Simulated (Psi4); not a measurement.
# CH6BN− (SMILES [BH2-]NC): UB3LYP/6-31G(d) (Cartesian functions)

What is the vertical ionisation energy of CH6BN− at UB3LYP/6-31G* (Cartesian functions)? Input form: a Python script.

The calculation is run with Psi4 1.11.

2 further runs of the same task are left out: 2 set aside as unsound or not needed.

## 1. Starting point

The species is CH6BN− (9 atoms), meant as a doublet with charge -1. SMILES: `[BH2-]NC`. The shape is that of a GFN2-xTB optimisation.

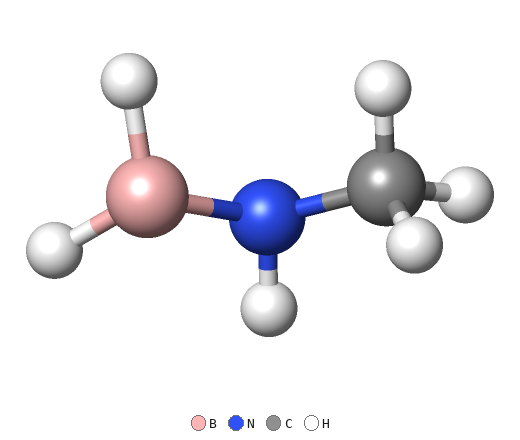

The structure, seen from a chosen angle (boron pink, nitrogen blue, carbon grey, hydrogen white).

## 2. The energy at UB3LYP/6-31G(d) (Cartesian functions)

Input file ch6bn.xyz:

```xyz
9
CH6BN
B     -0.456320     0.668700    -1.196350
N     -0.238520     0.436010     0.349840
C      0.493030    -0.737430     0.704150
H     -1.253040    -0.177580    -1.642960
H     -0.846250     1.835380    -1.384020
H      0.223410     1.251260     0.750660
H     -0.012750    -1.603660     0.267280
H      1.560010    -0.782310     0.347900
H      0.530430    -0.890380     1.803490
```

Input file calc.py:

```python
import psi4

psi4.set_memory(1600000000)
psi4.set_num_threads(1)
psi4.set_output_file('output.dat', False)

with open('ch6bn.xyz') as f:
    atoms = ''.join(f.readlines()[2:])
mol = psi4.geometry('-1 2\n' + atoms + 'symmetry c1')

psi4.set_options({
    'basis': '6-31G*',
    'reference': 'uks',
    'puream': False,
    'e_convergence': 1e-09,
    'd_convergence': 1e-08,
    'scf_type': 'pk',
    'dft_radial_points': 99,
    'dft_spherical_points': 590,
    'maxiter': 200,
})

result, w = psi4.energy("b3lyp", return_wfn=True)
psi4.oeprop(w, "DIPOLE", "QUADRUPOLE", "MAYER_INDICES")
print('E =', round(result, 9))
```

Run with:

```bash
$ python calc.py
```

output.dat:

```text
[...]
  Running in c1 symmetry.
[...]
  Nuclear repulsion =   68.874971085849580
[...]
  Multiplicity = 2
[...]
  Nalpha       = 13
  Nbeta        = 12
[...]
    Number of basis functions: 57
[...]
   @UKS iter   1:  -120.87931037078305   -2.94866e-01   1.44019e-02 ADIIS/DIIS
[...]
   @UKS iter  13:  -121.25489580850022   -9.94760e-13   3.08002e-09 DIIS
[...]
   @S^2 Observed:                7.519045439E-01
[...]
    Orbital Energies [Eh]
    ---------------------
    Alpha Occupied:
       1A    -14.076299     2A    -10.011344     3A     -6.459943
       4A     -0.644772     5A     -0.447865     6A     -0.273044
       7A     -0.238683     8A     -0.212094     9A     -0.176880
      10A     -0.089598    11A     -0.052244    12A     -0.021850
      13A      0.128407
    Alpha Virtual:
      14A      0.279220    15A      0.320135    16A      0.336810
      17A      0.350917    18A      0.414924    19A      0.427691
      20A      0.432556    21A      0.468659    22A      0.686299
      23A      0.693602    24A      0.733830    25A      0.747643
[...]
  @UKS Final Energy:  -121.25489580850022
   => Energetics <=
    Nuclear Repulsion Energy =             68.8749710858495803
    One-Electron Energy =                -304.0677543312824582
    Two-Electron Energy =                 129.1975920800936422
    DFT Exchange-Correlation Energy =     -15.2597046431609868
    Empirical Dispersion Energy =           0.0000000000000000
    VV10 Nonlocal Energy =                  0.0000000000000000
    Total Energy =                       -121.2548958085002226
[...]
 Multipole Moments:
 ------------------------------------------------------------------------------------
     Multipole            Electronic (a.u.)      Nuclear  (a.u.)        Total (a.u.)
 ------------------------------------------------------------------------------------
 L = 1.  Multiply by 2.5417464519 to convert [e a0] to [Debye]
 Dipole X            :          0.0037489            0.8683410            0.8720899
 Dipole Y            :          0.7793581           -1.4438524           -0.6644943
 Dipole Z            :          0.5380187            1.2385245            1.7765432
 Magnitude           :                                                    2.0876301
 L = 2.  Multiply by 1.3450342976 to convert [e a0^2] to [Debye ang]
 Quadrupole XX       :        -49.2327469           28.3252400          -20.9075069
 Quadrupole XY       :         27.1572348          -25.4269583            1.7302765
[...]
```

The script printed:

```text
E = -121.254895809
```

Run time: 14 s. Hardware: 1 thread of AMD EPYC 9R45 (Zen 5), shared host; peak memory 1 GiB.

## 3. Singlet neutral CH6BN at the same level

Input file ch6bn.py:

```python
import psi4

psi4.set_memory(1600000000)
psi4.set_num_threads(1)
psi4.core.set_output_file('ch6bn.out', False)

mol = psi4.geometry("""
0 1
B
N 1 1.578697
C 2 1.427467 1 115.78305
H 1 1.245156 2 109.83976 3 70.02169
H 1 1.24435 4 112.49696 2 -121.88093
H 2 1.019151 3 109.12791 1 -123.72593
H 3 1.094086 2 108.35 6 -179.95401
H 3 1.125777 7 106.27332 2 -125.42804
H 3 1.110559 7 107.56545 8 -113.19219
symmetry c1
no_reorient
no_com
""")

psi4.set_options({
    'basis': '6-31G*',
    'puream': False,
    'e_convergence': 1e-09,
    'd_convergence': 1e-08,
    'scf_type': 'pk',
    'dft_radial_points': 99,
    'dft_spherical_points': 590,
})

result = psi4.energy("b3lyp", molecule=mol)
print('E =', round(result, 9))
for k, v in sorted(psi4.core.scalar_variables().items()):
    print(f'{k:45s} {v:18.10f}')
```

Run with:

```bash
$ python ch6bn.py
```

ch6bn.out:

```text
[...]
  Running in c1 symmetry.
[...]
  Nuclear repulsion =   68.874975425385372
[...]
  Multiplicity = 1
[...]
  Nalpha       = 12
  Nbeta        = 12
[...]
    Number of basis functions: 57
[...]
   @RKS iter   1:  -121.03665838915090   -4.52213e-01   1.23440e-02 ADIIS/DIIS
[...]
   @RKS iter  11:  -121.28723496588199   -5.27223e-12   8.54247e-09 DIIS
[...]
    Orbital Energies [Eh]
    ---------------------
    Doubly Occupied:
       1A    -14.343018     2A    -10.211688     3A     -6.773698
       4A     -0.886234     5A     -0.659801     6A     -0.513252
       7A     -0.469473     8A     -0.423796     9A     -0.395834
      10A     -0.338422    11A     -0.314633    12A     -0.260552
[...]
  @RKS Final Energy:  -121.28723496588199
   => Energetics <=
    Nuclear Repulsion Energy =             68.8749754253853723
    One-Electron Energy =                -298.3407270289949338
    Two-Electron Energy =                 123.1932840901558848
    DFT Exchange-Correlation Energy =     -15.0147674524283090
    Empirical Dispersion Energy =           0.0000000000000000
    VV10 Nonlocal Energy =                  0.0000000000000000
    Total Energy =                       -121.2872349658819928
[...]
 Multipole Moments:
 ------------------------------------------------------------------------------------
     Multipole            Electronic (a.u.)      Nuclear  (a.u.)        Total (a.u.)
 ------------------------------------------------------------------------------------
 L = 1.  Multiply by 2.5417464519 to convert [e a0] to [Debye]
 Dipole X            :          0.6177354           -0.0608909            0.5568445
 Dipole Y            :          1.0556653           -1.4071162           -0.3514509
 Dipole Z            :         -1.1990673            1.5456342            0.3465669
 Magnitude           :                                                    0.7441117
[...]
```

Standard output:

```text
E = -121.287234966
CURRENT ENERGY                                   -121.2872349659
CURRENT REFERENCE ENERGY                         -121.2872349659
DD SOLVATION ENERGY                                 0.0000000000
DFT FUNCTIONAL TOTAL ENERGY                      -121.2872349659
DFT TOTAL ENERGY                                 -121.2872349659
DFT VV10 ENERGY                                     0.0000000000
DFT XC ENERGY                                     -15.0147674524
GRID ELECTRONS ALPHA                               12.0000001636
GRID ELECTRONS BETA                                12.0000001636
GRID ELECTRONS TOTAL                               24.0000003271
NUCLEAR REPULSION ENERGY                           68.8749754254
ONE-ELECTRON ENERGY                              -298.3407270290
PCM POLARIZATION ENERGY                             0.0000000000
PE ENERGY                                           0.0000000000
SCF ITERATION ENERGY                             -121.2872349659
SCF ITERATIONS                                     11.0000000000
SCF TOTAL ENERGY                                 -121.2872349659
TWO-ELECTRON ENERGY                               123.1932840902
XC GRID RADIAL POINTS                              99.0000000000
XC GRID SPHERICAL POINTS                          590.0000000000
XC GRID TOTAL POINTS                           497264.0000000000
```

Run time: 8.1 s. Hardware: 1 thread of AMD EPYC 9R45 (Zen 5), shared host; peak memory 1 GiB.

## 4. Results

At UB3LYP/6-31G* (Cartesian functions):

| quantity | value |
| --- | --- |
| doublet CH6BN−: total energy | -121.25490 Eh |
| doublet CH6BN−: HOMO energy (highest over α and β) | 3.49 eV |
| doublet CH6BN−: LUMO energy (lowest over α and β) | 6.82 eV |
| doublet CH6BN−: ⟨S²⟩ | 0.752 |
| singlet neutral CH6BN: total energy | -121.28723 Eh |
| singlet neutral CH6BN: dipole moment | 1.89 D |
| singlet neutral CH6BN: HOMO energy | -7.09 eV |
| singlet neutral CH6BN: LUMO energy | -1.58 eV |
| singlet neutral CH6BN: HOMO–LUMO gap | 5.51 eV |
| vertical detachment energy (to the singlet neutral) | -0.880 eV |

What this shows: The species is unbound against losing an electron at this level, by 0.88 eV (−84.9 kJ/mol); missing correlation or diffuse functions can give that sign where the real anion is bound. Only the singlet of the ionised species was computed; a triplet could lie lower. The HOMO (doublet CH6BN−) lies at positive energy, 3.49 eV; only total energies tell whether the electron is bound.
